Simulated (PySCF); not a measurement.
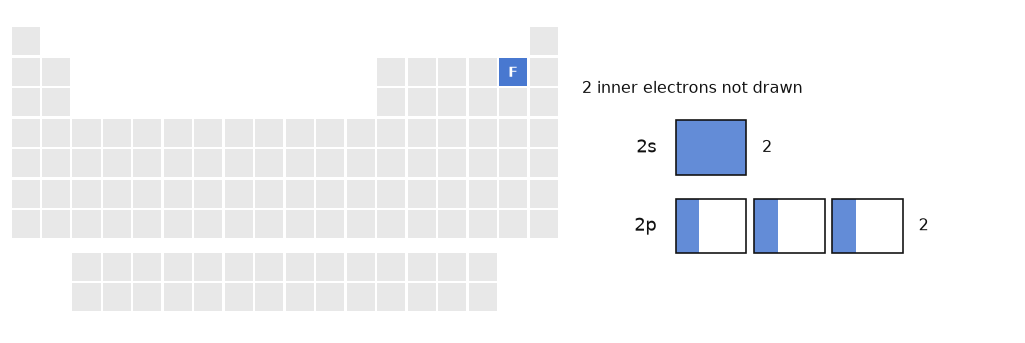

Left, the place of fluorine in the periodic table; right, the outer shells of the nominal configuration: a box for each of the 2l + 1 orbitals, shaded by the share of the shell that is filled, with the electron count at the right.

**Atomic calculation for F³⁺**

- system: F³⁺, configuration 1s2 2s2 2p2, multiplicity 3.
- method: unrestricted CCSD(T), aug-cc-pVDZ-DK, spin-free X2C-1e, Gaussian nucleus (PySCF)

The input:
```python
from pyscf import gto, scf, dft, mp, cc
import basis_set_exchange as bse
mol = gto.M(atom="F 0 0 0", charge=3, spin=2, symmetry="D2h",
            basis=gto.basis.parse(bse.get_basis("aug-cc-pVDZ-DK", elements=["F"], fmt="nwchem", header=False)),
            nucmod="G")
mf = scf.UHF(mol).sfx2c1e()
mf.irrep_nelec = {'Ag': (2, 2), 'B1u': (1, 0), 'B2u': (1, 0)}
mf.kernel()
mycc = cc.CCSD(mf, frozen=2).run()
mycc.ccsd_t()
```

The script is an equivalent of what the driver set up; the driver started from orbitals of its own, so the log can be shorter than this script's would be, and it computed the properties (radii, ⟨L²⟩, response) afterwards. It held the occupations shell by shell, which the script's counts by irreducible representation don't always enforce.

The run was one of a batch that the task file lists, launched with:
```bash
OMP_NUM_THREADS=1 python <driver script> TASK.json OUT
```

Output (extracts):
```
CC2 = 0
CCSD nocc = (np.int64(2), np.int64(0)), nmo = (21, 21)
frozen orbitals [[0, 1], [0, 1]]
max_cycle = 100
direct = 0
conv_tol = 1e-08
conv_tol_normt = 1e-06
diis_space = 8
diis_start_cycle = 0
Init t2, MP2 energy = -0.00449561965324291
Init E_corr(UCCSD) = -0.00449561965324649
cycle = 1  E_corr(UCCSD) = -0.00518061279628867  dE = -0.000684993143  norm(t1,t2) = 0.00365263
cycle = 2  E_corr(UCCSD) = -0.00528753519704087  dE = -0.000106922401  norm(t1,t2) = 0.000628843
cycle = 3  E_corr(UCCSD) = -0.00530845968282664  dE = -2.09244858e-05  norm(t1,t2) = 0.00011698
cycle = 4  E_corr(UCCSD) = -0.00530810091103169  dE = 3.58771795e-07  norm(t1,t2) = 5.23446e-06
cycle = 5  E_corr(UCCSD) = -0.0053081004074511  dE = 5.03580581e-10  norm(t1,t2) = 1.16695e-07
UCCSD converged
E(UCCSD) = -95.38239290331283  E_corr = -0.005308100407451105
```

What the run reported:

| quantity | value |
| --- | --- |
| outcome | converged |
| total energy | −95.382393 hartree |
| CCSD correlation | −0.005308 hartree |
| CCSD energy | −95.382393 hartree |
| T1 diagnostic | 0.001 |
| hardware | 1 thread of Arm Neoverse N1, 77 GiB of memory available, shared host |

What is odd here:

The input is odd on purpose: a valence shell is frozen. The program ran to the end. Its numbers are those of this setting; this run alone doesn't show how far the oddity moves them.
